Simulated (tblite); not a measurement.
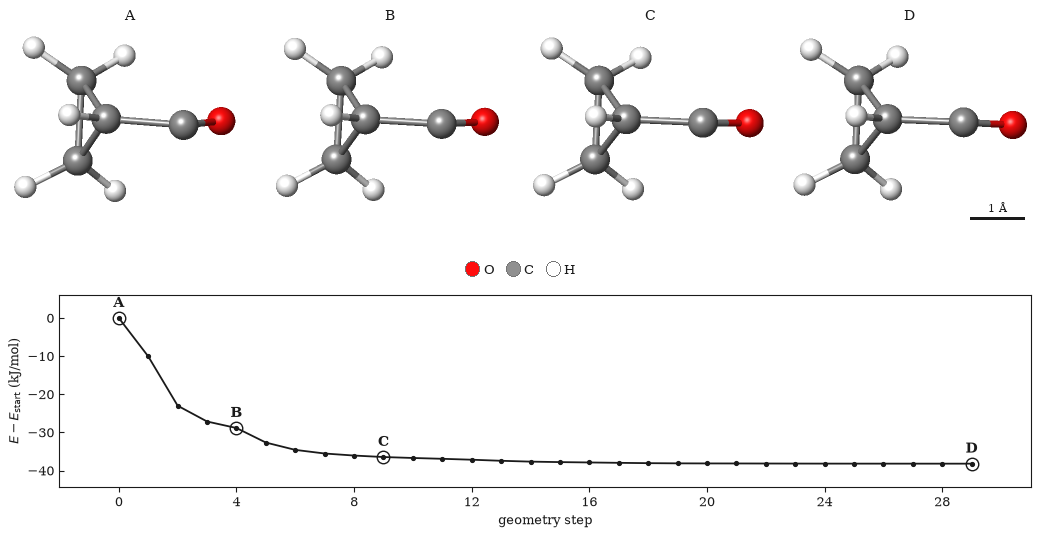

Frames of a relaxation of C₄H₅O (multiplicity 2), marked on the history of the run. The picture is a ball-and-stick view, seen at a tilt.

Method: GFN2-xTB geometry optimisation, gas phase (tblite 0.8.0). 

Question: Describe the path.

Answer: The energy falls by 38.2 kJ/mol in 29 geometry steps. The atom that moves furthest after the best rigid fit is the O atom (0.31 Å). Largest moves by element: O 0.31 Å, H 0.14 Å, C 0.07 Å. Some distances before and after: C–H 1.118 → 1.080 Å, C–C 1.513 → 1.483 Å, C–O 1.223 → 1.195 Å, C–C 1.473 → 1.448 Å. Among the angles between lasting bonds that change: O–C–C 117.4° → 133.0°, C–C–H 122.2° → 115.0°, C–C–H 111.0° → 117.0°. The run took 0.07 s on 1 thread of Arm Neoverse V2, on a shared host. From step 0 to 4: the O atom moves most (0.08 Å), energy −28.8 kJ/mol. From step 4 to 9: the O atom moves most (0.12 Å), energy −7.60 kJ/mol. From step 9 to 29: the O atom moves most (0.11 Å), energy −1.74 kJ/mol.
